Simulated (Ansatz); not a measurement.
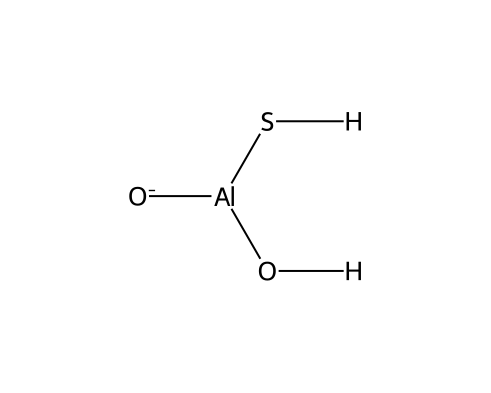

(Drawn from a calculation with Ansatz.)

2D structure. State: charge −1, singlet.

Write the SMILES.

Answer. [O-][Al]([OH])[SH]

What is the molecular formula?

Answer. AlH2O2S, charge -1.

An optimisation with PBE0-D4/def2-TZVPD gave a structure of which point group?

Answer. Cs.
